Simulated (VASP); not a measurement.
Band structure of Nb3Sn (space group Pm-3n). Method: PBE GGA, VASP's PBE PAW potentials (set 64) (plane waves; VASP 6.6.1).

Unless said otherwise, spin-orbit coupling is left out, though it shifts the bands of the heavy elements here.

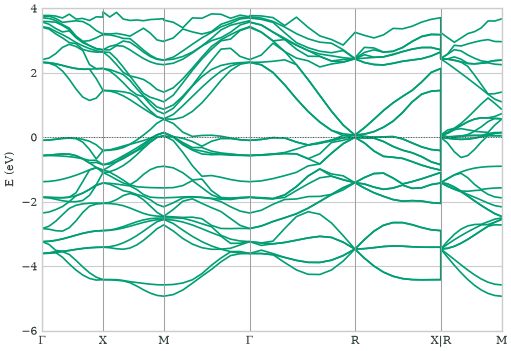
Fig. 1. Bands along high-symmetry lines, zero at the valence-band maximum or, without a gap, the Fermi level

Question: Read the plot: is there a gap, and where are the band edges?

Answer: It has no gap at this level: it comes out as a metal or semimetal.

The structure comes from a computed database's Nb3Sn entry; how it stands against other phases isn't given here. The cell was not relaxed at this level. The run is one of a series of settings (NBANDS = 65 against the base run), some of them coarse on purpose.
